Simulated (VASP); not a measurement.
Band structure of Zn (space group P6_3/mmc). All values below come from r2SCAN+rVV10, VASP's PBE PAW potentials (set 64) (plane waves; VASP).

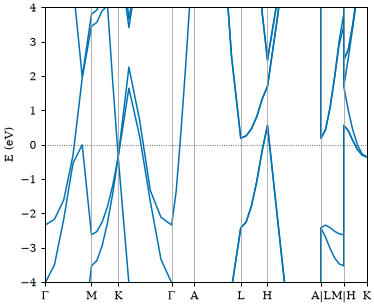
Fig. 1. Bands along high-symmetry lines, zero at the valence-band maximum or, without a gap, the Fermi level

**Question.** Read the plot: is there a gap, and where are the band edges?

**Answer.** It has no gap at this level: it comes out as a metal or semimetal.

The structure comes from a measured Zn entry (P6_3/mmc) of the Crystallography Open Database, whose conditions weren't checked. It was relaxed first, which changed the volume by -8 %.
